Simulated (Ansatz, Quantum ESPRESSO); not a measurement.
# SrTiO3 [001], cubic perovskite: uniaxial strain and lateral response

The c axis is held at a set length while the cell relaxes sideways. How do the lateral strain and the stress follow? The strained cell has c along the load; unstrained it is a = 3.8916 Å, b = 3.8916 Å, c = 3.8916 Å, α = 90.00°, β = 90.00°, γ = 90.00°, with 5 atoms. The symmetry of the cell is held, so distortions that would lower it, which this phase may prefer, aren't tested.

Calculated with Quantum ESPRESSO 7.5, PBEsol, GBRV 1.5 ultrasoft potentials, cutoff 680 eV, Fermi–Dirac smearing 0.02 eV, k-mesh 7×7×7, no spin polarisation, no spin-orbit coupling.

Relaxed positions at 0 %:

```
atom       x       y       z
  Sr  0.0000  0.0000  0.0000
  Ti  0.5000  0.5000  0.5000
   O  0.5000  0.5000  0.0000
   O  0.5000  0.0000  0.5000
   O  0.0000  0.5000  0.5000
```

```
ε_c (%)   a (Å)   c (Å)  ε_a (%)  σ (GPa, tension positive)
     −3  3.9197  3.7748    0.724                     −10.62
     −2  3.9100  3.8137    0.473                      −6.73
     −1  3.9008  3.8527    0.237                      −3.19
      0  3.8916  3.8916    0.000                      −0.01
      1  3.8830  3.9305   −0.222                       2.89
      3  3.8665  4.0083   −0.644                       7.85
```

**Question.** Fit both responses and give the free strain and the stress at +2 %, a row left out above.

Least squares with y = y0 + y1 ε + y2 ε² (ε in %) gives ε_a = 0.002 + (−0.2280) ε + (0.0042) ε² and σ = 0.00 + (3.072) ε + (−0.154) ε² GPa. The linear terms put the ratio of free to applied strain at −0.228 and the Young modulus at 307 GPa.

At +2 % the free strain comes out as −0.437 %. The run itself gives −0.437 %, so the estimate misses by 0.000 %, a rounding's worth.

The stress comes out as 5.53 GPa. The run itself gives 5.50 GPa, so the estimate misses by 0.03 GPa; the fitted rows themselves lie up to 0.03 GPa off the law.

Along a cube axis ν = C12/(C11 + C12) and Y = (C11 − C12)(C11 + 2C12)/(C11 + C12), so C11 = Y(1 − ν)/[(1 + ν)(1 − 2ν)] = 355 GPa and C12 = 105 GPa. Measured: 322 and 104 GPa (arxiv:2303.03473).

The negative ε² term means that the crystal stiffens in compression and softens in tension.

The same fit over all rows at other levels or in other programs gives the strain ratio = −0.229 with PBEsol (Ansatz) and −0.228 with PBEsol (Quantum ESPRESSO, PseudoDojo).

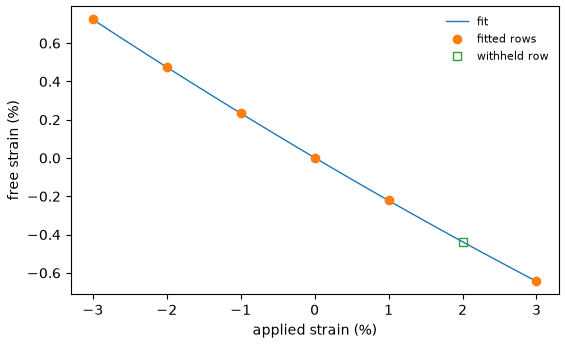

The fitted law, the rows behind it and the withheld row.

[Logs are printed without paths, hosts, clocks, repeated set-up lines and the standing remarks that a program may print on its own settings, such as how far it seeks lower states.]
